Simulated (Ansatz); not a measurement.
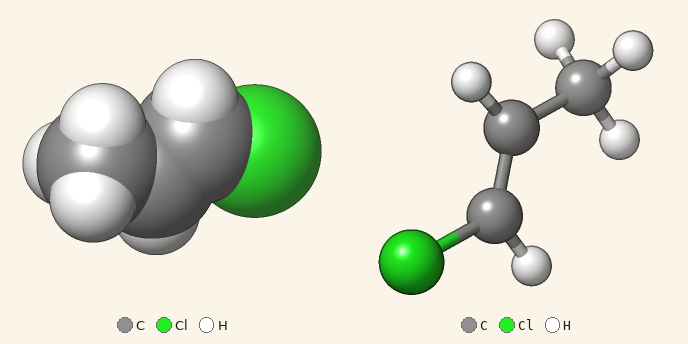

Both panels show the same species.

The geometry was computed by an optimisation with PBE0-D4/def2-TZVP.

**Give the formula.**

C₃H₅Cl, 9 atoms: 3 carbon, 5 hydrogen and 1 chlorine.

**Give the symmetry (Schoenflies symbol).**

Cs.

**Name some functional groups or characteristic bonds that it holds.**

Among them: alkene, C–Cl bond.

The parts below concern this one geometry. Atoms keep their numbers from picture to picture.

## Shape

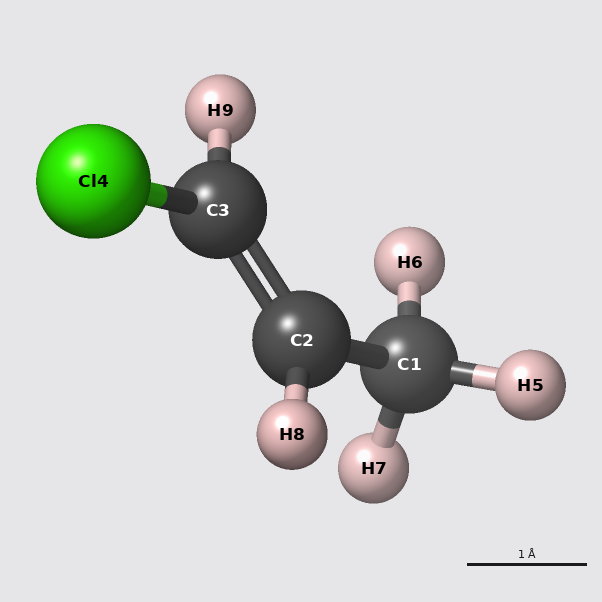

The atoms are numbered.

Which atoms are bonded, and how long are the bonds?

```tsv
bond	length (Å)	order
C1–C2	1.489	single
C1–H5	1.094	single
C1–H6	1.091	single
C1–H7	1.094	single
C2–C3	1.323	double
C2–H8	1.086	single
C3–Cl4	1.723	single
C3–H9	1.083	single
```

## Levels of theory compared

Program: Ansatz 0.2.0.

Tabulate dipole (D) at these levels: B3LYP-D4/def2-TZVPP; PBE-D4/def2-TZVPP; PBE0-D4/def2-TZVP; r2SCAN-D4/def2-TZVPP; ωB97M-V/def2-TZVPP.

| level | dipole (D) |
| --- | --- |
| B3LYP-D4/def2-TZVPP | 1.87 |
| PBE-D4/def2-TZVPP | 1.81 |
| PBE0-D4/def2-TZVP | 1.91 |
| r2SCAN-D4/def2-TZVPP | 1.93 |
| ωB97M-V/def2-TZVPP | 1.89 |

## Charges

The questions are on Mulliken charges. Method: RKS PBE0-D4/def2-TZVP (Ansatz 0.2.0).

**Which atom carries the highest charge (most positive or least negative)?**

H9 (0.14 e).

**And the lowest?**

C1 (−0.34 e).

List the Mulliken charges.

```json
{"atom": "C1", "value (e)": "−0.34"}
{"atom": "C2", "value (e)": "−0.14"}
{"atom": "C3", "value (e)": "−0.07"}
{"atom": "Cl4", "value (e)": "−0.10"}
{"atom": "H5", "value (e)": "0.13"}
{"atom": "H6", "value (e)": "0.12"}
{"atom": "H7", "value (e)": "0.13"}
{"atom": "H8", "value (e)": "0.13"}
{"atom": "H9", "value (e)": "0.14"}
```

## Vibrations

Harmonic vibrations computed with RKS PBE0-D4/def2-TZVP (Ansatz 0.2.0) at a stationary point of the same level.

**How many vibrational modes are there, and where do they lie?**

21 modes: 205, 239, 258, 430, 792, 822, 966, 976, 1063, 1124, 1267, 1317, 1406, 1469, 1479, 1719, 3041, 3098, 3131, 3179, 3209 cm⁻¹.

## Thermal motion

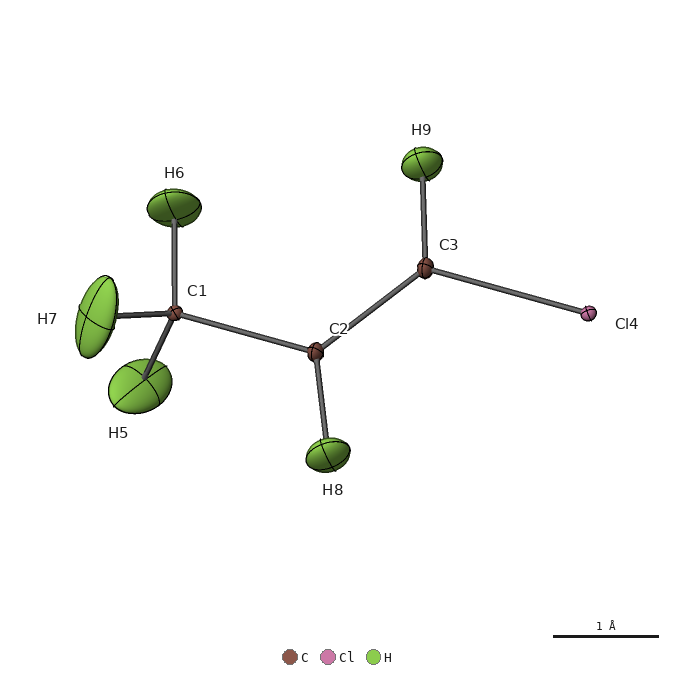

Displacement ellipsoids at the 50 % level, from the internal vibrations of the free molecule (harmonic, no overall translation or rotation; no half-axis is drawn under 0.075 Å). Vibrations computed with RKS PBE0-D4/def2-TZVP (Ansatz 0.2.0). Temperature: 400 K.

**Which atom has the largest mean-square displacement?**

H5, H7, with U_eq = 0.0363 Å².

**Does H5 move more along its bond or across it?**

Across it: the root-mean-square amplitude is 0.086 Å along the bond and up to 0.274 Å across, since bending and torsion are softer than stretching.

Give the displacement parameters, one line for each set of equivalent atoms.

```
  atom  U_eq (Å²)   rms amplitudes (Å)
    C1     0.0022  0.041, 0.049, 0.050
    C2     0.0037  0.038, 0.059, 0.078
    C3     0.0037  0.035, 0.064, 0.075
   Cl4    0.00061  0.020, 0.024, 0.030
H5, H7     0.0363  0.083, 0.164, 0.274
    H6     0.0304  0.080, 0.163, 0.241
    H8     0.0190  0.086, 0.140, 0.173
    H9     0.0178  0.091, 0.128, 0.169
```

Mulliken values depend strongly on the basis set and can even reverse the polarity of a bond.
